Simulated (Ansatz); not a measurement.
## Electronic structure of C2HAl in real space

```xyz
4

C     0.0235   -0.2061    0.5658
C    -0.3833   -0.5542    1.6830
Al    0.6748    0.3521   -1.2251
H    -0.7389   -0.8586    2.6598
```

These are results of RKS PBE-D4/def2-SVPD in Ansatz 0.2.0, not measurements.

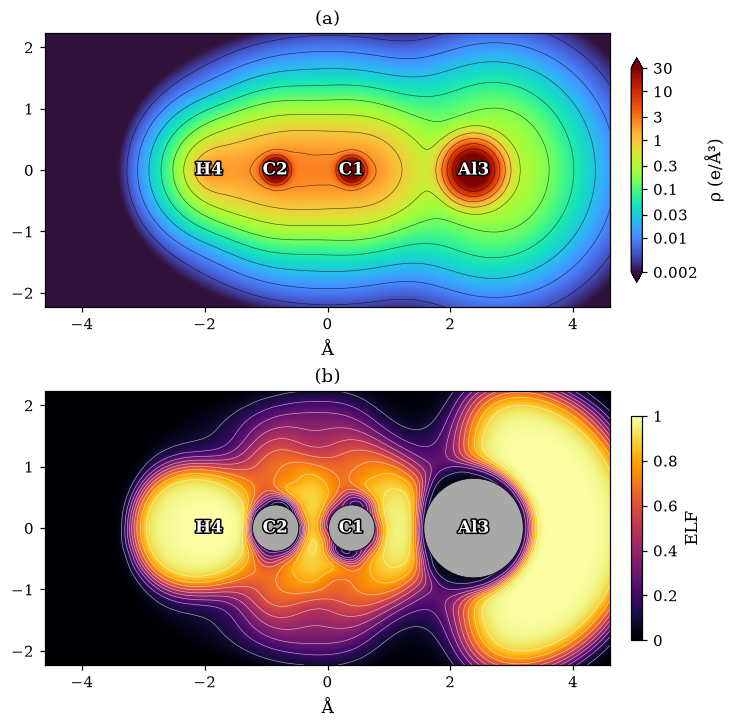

Figure 1. (a) electron density; (b) ELF on a plane that holds the molecular axis. Grey discs cover the atomic cores in the ELF map.

Interpret the plot.

Answer. The section cuts through C, Al and H sites.
C–C (1.24 Å): ρ at the midpoint is about 2.6 e/Å³; the ELF peaks at about 0.85 between the atoms; a multiple bond.
C–Al (1.99 Å): the density is about 0.64 e/Å³ at the midpoint; the ELF peaks at about 0.95 between the atoms: a polar covalent bond.
C–H (1.08 Å): ρ is about 2 e/Å³ halfway; the ELF climbs to about 1 towards the hydrogen, as it does in any bond to H (a covalent bond by its length).
The ELF also peaks beside Al3, away from the bonds: lone-pair regions.

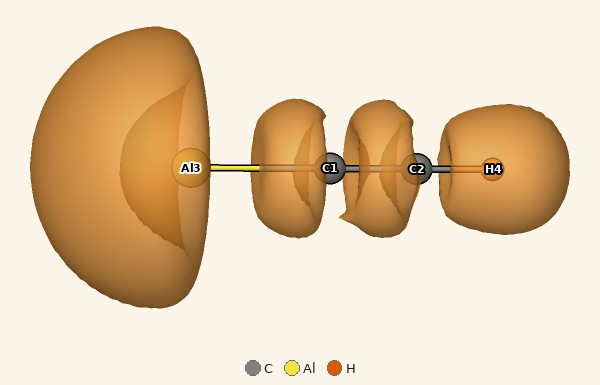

Figure 2. Isosurface of the ELF at 0.75 (orange), seen from one side. Core shells and regions of very low density are left out.

Identify the bonds, lone pairs and shells in this picture.

Answer. The ELF exceeds this value in one region between bonded C–C atoms (shared pairs), one region around a hydrogen nucleus, one lobe of the valence shell of C pointing towards Al (polar bonds) and one lobe on Al, pointing away from the bonds (lone pairs).

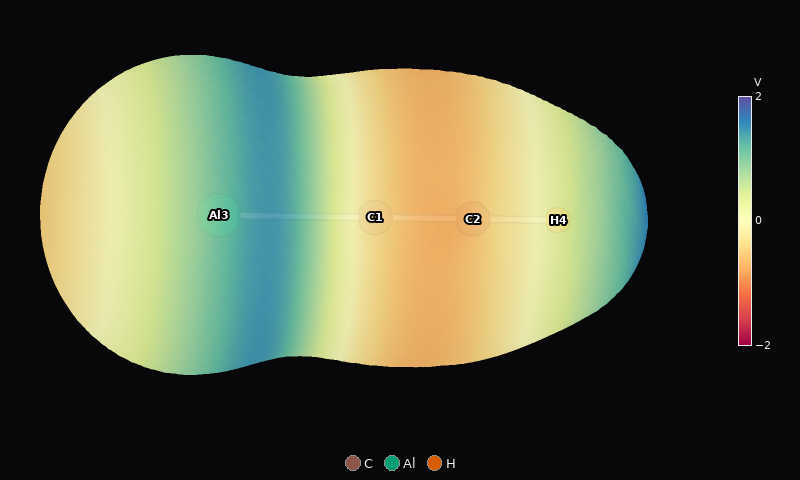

Figure 3. The molecular electrostatic potential painted on the density surface at 0.002 e/bohr³, seen across its widest extent; red is negative and blue positive.

Where is the surface potential most negative and most positive?

Answer. The most negative region (about −0.7 V) lies over C1 and C2, the most positive (about +1.6 V) over H4.
